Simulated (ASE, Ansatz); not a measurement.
## Twisted 1T-PtSe2 bilayer, 21.79° (42 atoms): a reference run and its variants

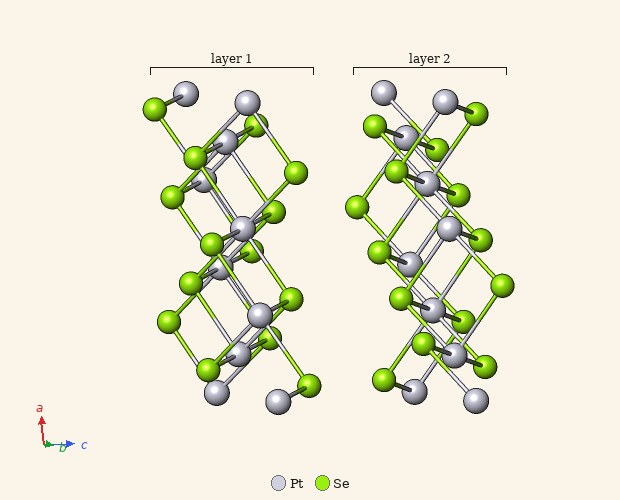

The cell (platinum light grey, selenium green). Some periodic images of atoms are drawn too.

The cell holds 42 atoms: 14 Pt and 28 Se. Cell: a = 9.869 Å, b = 9.869 Å, c = 22.440 Å, α = 90.0°, β = 90.0°, γ = 120.0°. It derives from PtSe2 (1T-PtSe2). 1T-PtSe2 (a = 3.73 Å) under 1T-PtSe2 (a = 3.73 Å), bilayer, commensurate cell of 7 unit cells a layer, twist 21.79 deg; facing planes 3.24 Å apart; 14 Å of vacuum; layers as built, displaced by a Gaussian of 0.01 Å. Regions: layer 1, 21 atoms (7 Pt and 14 Se); layer 2, 21 atoms (7 Pt and 14 Se). Vacuum lies along c.

Geometry: as built.

Reference run: Kohn-Sham DFT, PBE+D3(BJ), PAW (set soft_2, large core), plane waves (Ansatz 0.2.0), cutoff 420 eV, k-mesh 2×2×1, fermi-dirac smearing of 0.025 eV.

- r.m.s. force component: 0.1743 eV/Å
- gap (highest filled to lowest empty level): 1.032 eV
- SCF cycles: 13
- time: 59 s on 8 threads of Arm Neoverse V1, shared host

**Question.** The same geometry is run again with each of these changes. How far do the results move, and how long does each run take?
- support functions low
- support functions medium
- support functions high
- scf.mixing.algorithm = "anderson", scf.mixing.beta = 0.2 and scf.mixing.ndim = 4

Differences are against the plane-wave reference (Kohn-Sham DFT, PBE+D3(BJ), PAW (set soft_2, large core), plane waves), whose r.m.s. force component is 0.174 eV/Å. Energies are set beside the reference only for runs with its functional, potentials and electron count. Times are for 8 threads of Arm Neoverse V1, shared host. The reference's time includes the DOS and grids, which some other runs skip.

| run | Δ force, r.m.s. (meV/Å) | share of r.m.s. force (%) | Δ energy (meV/atom) | Δ gap (eV) | cycles | time | host memory (GiB) |
| --- | --- | --- | --- | --- | --- | --- | --- |
| reference | - | - | - | - | 13 | 59 s | 7.8 |
| support functions low | 1.20 | 0.687 | -1.54 | 1.0e-4 | 15 | 84 s | 3.3 |
| support functions medium | 1.10 | 0.632 | -1.55 | 2.0e-4 | 18 | 99 s | 3.4 |
| support functions high | 0.781 | 0.448 | -1.67 | 3.0e-4 | 22 | 5.5 min | 6.4 |
| scf.mixing.algorithm = "anderson", scf.mixing.beta = 0.2 and scf.mixing.ndim = 4 | 0.004 | 0.0023 | 0 | 0 | 17 | 58 s | 7.8 |

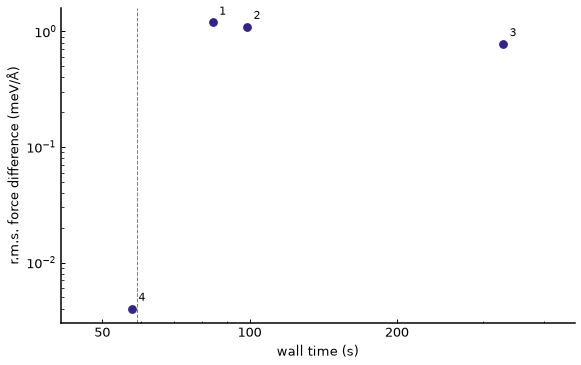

Force difference from the reference against wall time; the dashed line marks the reference's time. Points: 1 support functions low; 2 support functions medium; 3 support functions high; 4 scf.mixing.algorithm = "anderson", scf.mixing.beta = 0.2 and scf.mixing.ndim = 4.

Among numerical settings the force difference runs from 0.004 meV/Å (scf.mixing.algorithm = "anderson", scf.mixing.beta = 0.2 and scf.mixing.ndim = 4) to 1.2 meV/Å (support functions low). At 42 atoms the fastest of the runs at a preset level, support functions low, takes roughly 1.4 times the time of plane waves (whose run also made extra analyses, so the like-for-like ratio is larger), in 15 SCF cycles against 13. Differences between support functions and plane waves include what basis error the plane-wave run still has. 

[Hosts, paths, dates, database ids (printed as entryN), source tags and the programs' standing remarks are cut or masked in the printed files.]
